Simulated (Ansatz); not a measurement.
Input

```
crystal:
  periodic: [false, false, false]
  atoms:
    - {symbol: N, position_ang: [-0.216978, 1.370202, 0.334829]}
    - {symbol: P, position_ang: [-0.149713, -0.277285, 0.616463]}
    - {symbol: O, position_ang: [1.261308, -0.784247, -0.082947]}
    - {symbol: S, position_ang: [-1.487353, -0.731191, -0.972010]}
    - {symbol: H, position_ang: [-0.024443, 1.733903, -0.588332]}
    - {symbol: H, position_ang: [0.121396, 1.963702, 1.075121]}
    - {symbol: H, position_ang: [1.767984, -1.294177, 0.556337]}
    - {symbol: H, position_ang: [-1.180101, -2.038005, -0.995161]}
basis:
  gaussian: {orbitals: def2-TZVPP}
hamiltonian: {xc: pbe0, dispersion: d4}
output: {orbitals: {seedname: orbitals}}
```

Run with:

```sh
ansatz run in.yaml --threads 2 --pin off --events-out ev --progress --plain --max-ram 4352MiB
```

Geometry: PBE0-D4/def2-TZVP.

Computed with RKS PBE0-D4/def2-TZVPP (Ansatz).

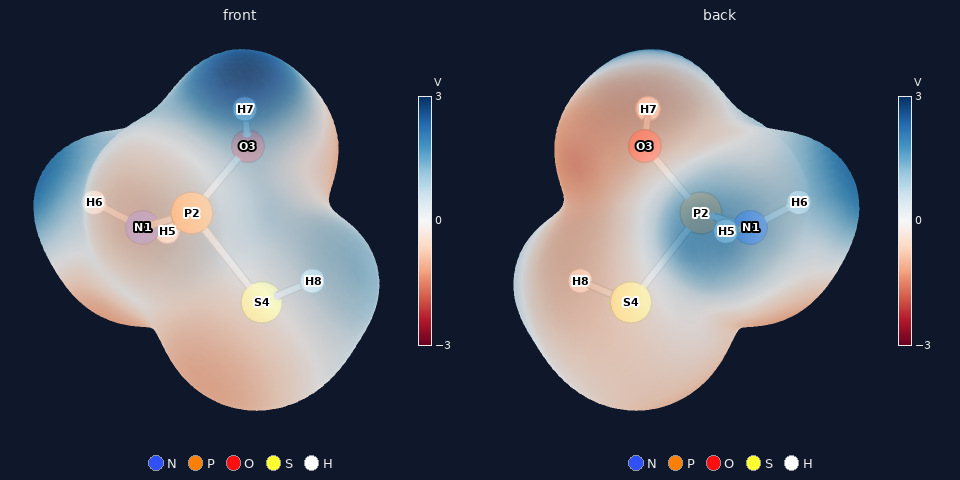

H$_{4}$NOPS (SMILES NP(O)S). The electrostatic potential painted on the density surface at 0.002 e/bohr³, seen from the front and from behind; the colour scale runs from red (negative) to blue (positive).

Where is the surface potential most negative and most positive?

The most negative region (about −1.4 V) lies over O3, the most positive (about +2.7 V) over H7. O3 is the likeliest acceptor of a hydrogen bond.
